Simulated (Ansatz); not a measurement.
Reaction (SMILES): CCl (CH3-Cl) → [CH3] (CH3) + Cl atom
B3LYP-D3(BJ)/def2-TZVP geometries, fixed; electronic energies without zero-point terms.
Largest species:
```xyz
5

C      0.0082     0.0133    -1.1337
Cl    -0.0048    -0.0077     0.6605
H      0.0175     1.0478    -1.4634
H      0.8997    -0.5040    -1.4752
H     -0.8852    -0.4920    -1.4879
```

Basis-set convergence of the bond dissociation energy at MP2 with Ansatz (a program for electronic structure). Cartesian d functions, on some or all atoms, in 6-31G*, 6-31+G*, 6-31G**; all else is spherical. Cores are frozen. Open shells are unrestricted. No added dispersion term, no relativity. Functions are those of the species that has most. Reference: Hartree-Fock in aug-cc-pV(Q+d)Z plus the correlation part extrapolated as X^-3 from aug-cc-pV(T+d)Z and aug-cc-pV(Q+d)Z, 93.39 kcal/mol, itself unsure by roughly 0.40 kcal/mol (a third of the extrapolation step and of the last Hartree-Fock step). Deviations are taken from unrounded values.

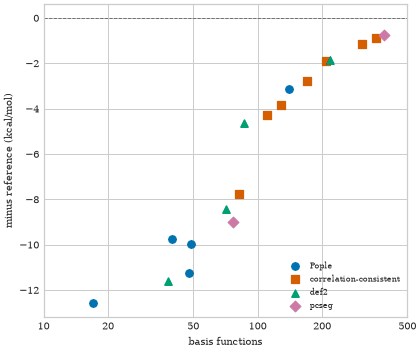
*Deviation from the reference against the number of basis functions, by family of sets.*

```tsv
basis	functions	bond dissociation energy (kcal/mol)	minus reference (kcal/mol)
STO-3G	17	80.81	-12.58
def2-SV(P)	38	81.77	-11.62
6-31G*	40	83.62	-9.77
6-31+G*	48	82.12	-11.27
6-31G**	49	83.43	-9.96
def2-SVPD	71	84.97	-8.42
aug-pcseg-1	77	84.38	-9.01
aug-cc-pV(D+d)Z	82	85.63	-7.76
def2-TZVP	86	88.76	-4.63
cc-pV(T+d)Z	111	89.10	-4.29
jun-cc-pV(T+d)Z	129	89.57	-3.82
6-311++G(3df,3pd)	140	90.25	-3.14
aug-cc-pV(T+d)Z	170	90.61	-2.78
cc-pV(Q+d)Z	209	91.51	-1.88
def2-QZVPP	217	91.52	-1.87
aug-cc-pV(Q+d)Z	307	92.24	-1.15
cc-pV(5+d)Z	356	92.52	-0.87
pcseg-4	389	92.63	-0.76
```
